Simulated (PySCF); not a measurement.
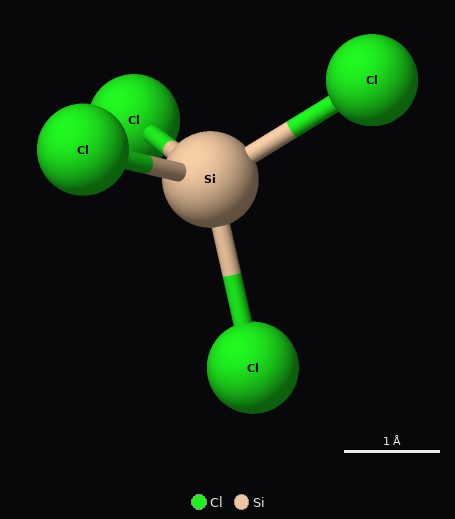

**Figure 1.** The structure (ball-and-stick view, seen at an oblique angle).

**SiCl₄: excited-state calculation**

SiCl₄, computed with TDDFT CAM-B3LYP/def2-SVPD, vertical, IEF-PCM chloroform (non-equilibrium linear response), core orbitals frozen in the response (PySCF 2.14.0).

The geometry comes from this level: PBE0-D3(BJ)/def2-SVP. It belongs to a series of runs on one base structure; here: solvent chloroform.

Log:
```
coarse grid: 8120 points
cycle   1  E = -2129.6126601789  dE =  6.274e-01  |g| = 4.929e-01  |ddm| = 2.792e+00
cycle   2  E = -2129.6090497509  dE =  3.610e-03  |g| = 5.326e-01  |ddm| = 1.512e+00
cycle   3  E = -2129.6883212606  dE = -7.927e-02  |g| = 1.549e-02  |ddm| = 7.518e-01
cycle   4  E = -2129.6884183655  dE = -9.710e-05  |g| = 5.101e-03  |ddm| = 3.672e-02
cycle   5  E = -2129.6884271861  dE = -8.821e-06  |g| = 1.340e-03  |ddm| = 1.075e-02
final grid: 58912 points
cycle   6  E = -2129.9091836975  dE = -7.192e-06  |g| = 2.578e-03  |ddm| = 3.062e-02
cycle   7  E = -2129.9091846495  dE = -9.520e-07  |g| = 1.545e-03  |ddm| = 5.721e-03
cycle   8  E = -2129.9091851583  dE = -5.088e-07  |g| = 1.790e-04  |ddm| = 2.407e-03
cycle   9  E = -2129.9091851675  dE = -9.211e-09  |g| = 4.296e-05  |ddm| = 2.931e-04
cycle  10  E = -2129.9091851681  dE = -5.894e-10  |g| = 3.698e-06  |ddm| = 8.108e-05
```

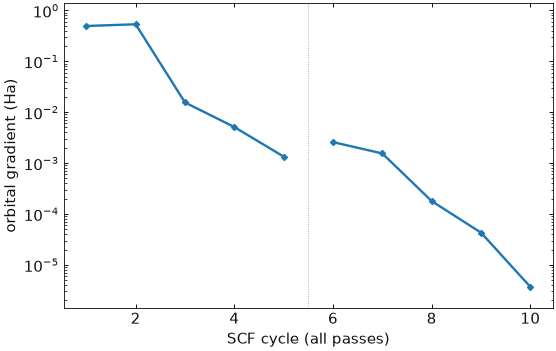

**Figure 2.** Convergence of the self-consistent field: orbital gradient against the SCF cycle. The dotted line marks the change from a coarse to the final integration grid. The first 5 cycles use a coarse grid, the final grid takes over at cycle 6, and the field converges after 10 cycles in all.

```
converged SCF energy = -2129.9091851681

Static polarisability (au): isotropic 93.723, principal 93.581 93.642 93.947

Singlet excitations
state   eV       nm        f      main configurations
  1   7.4658    166.1   0.00000   H->L 0.61, H-2->L 0.22
  2   7.4663    166.1   0.00000   H-1->L 0.81
  3   7.4699    166.0   0.00001   H-2->L 0.66, H->L 0.19
  4   8.3362    148.7   0.16228   H-3->L 0.79
  5   8.3392    148.7   0.15837   H-4->L 0.78
  6   8.3475    148.5   0.16742   H-5->L 0.79
```

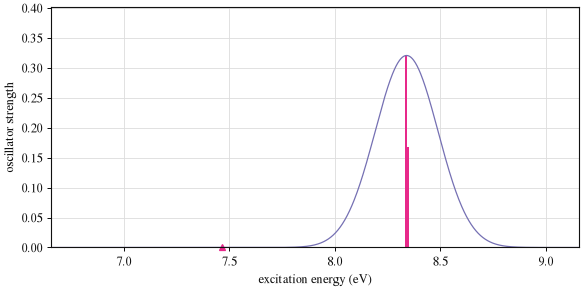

**Figure 3.** Computed excitations as sticks (degenerate states added up, dark ones marked on the axis), with a Gaussian envelope of 0.35 eV full width at half maximum, scaled to the tallest. Of the 6 states the lowest lies at 7.47 eV (f = 0.000); the strongest line is at 8.34 eV, or 149 nm (f = 0.321, summed over 2 states that lie within 0.004 eV).

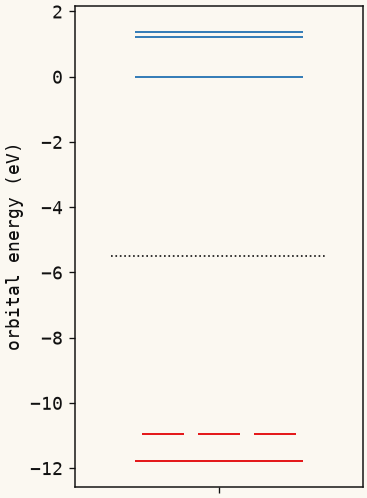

**Figure 4.** Orbital energies near the frontier; the dotted line parts filled from empty levels, and levels within 0.02 eV of each other stand side by side. Highest filled −10.94 eV, lowest empty −0.02 eV, 10.92 eV apart.

The run was set up as follows.

Input file:
```
{"job": {"kind": "uv", "xc": "CAM-B3LYP", "basis": "def2-SVPD", "solvent": "chloroform", "nstates": 6, "ntriplets": 0}, "charge": 0, "multiplicity": 1}
Cl     0.692965    -1.297539     1.429593
Si     0.021977     0.024463     0.038028
Cl    -0.943069     1.554772     0.966382
Cl     1.597669     0.769644    -1.011631
Cl    -1.258027    -0.927495    -1.225398
```

The first line tells a small driver script what to run in PySCF; the rest is the geometry in Å.

Command:
```bash
OMP_NUM_THREADS=1 python <driver script> task.json out
```

Results in brief:

| quantity | value |
| --- | --- |
| outcome | converged |
| total energy | −2129.909185 hartree |
| HOMO | −10.94 eV |
| LUMO | −0.02 eV |
| dipole moment | 0.00 D |
| mean polarisability | 93.72 a.u. |
| lowest excitation | 7.47 eV |
| hardware | 1 CPU thread, shared host |
| wall time | 23 s |
| peak memory | 0.68 GiB |
